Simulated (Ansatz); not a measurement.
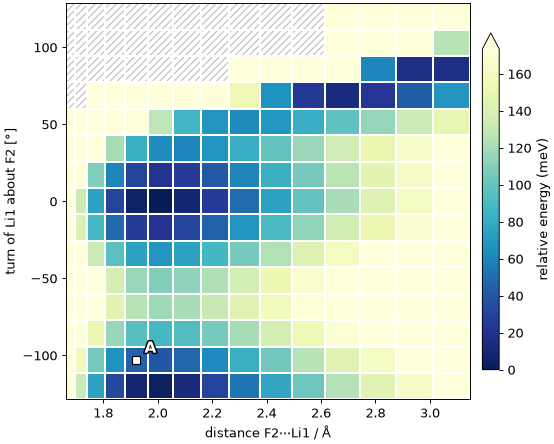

F2Li, charge +1. The turn is about an axis along (−0.69, −0.72, −0.00) in the frame of the relaxed pair, normal to the line between the partners. Coordinates scanned: (1) distance F2···Li1; (2) turn of Li1 about F2. Grid: 15 × 15 points. At 32 points there is no value (left out of the scan, as a rule where atoms come close). Points are written as (first, second). All energies are given in meV relative to the lowest grid point. Computed with Ansatz, RHF/def2-TZVPD.

In the figure: one coloured cell a grid point, one colour for all values above the top of the scale, hatched blanks where no value was computed, the point A.

> Which way does the force act at A, and how strong is it?

A, at (1.921 Å, −102.9°), is not a stationary point. The computed force is 150 meV for each Å towards larger values of distance F2···Li1 and 2.8 meV for each degree towards smaller values of turn of Li1 about F2.
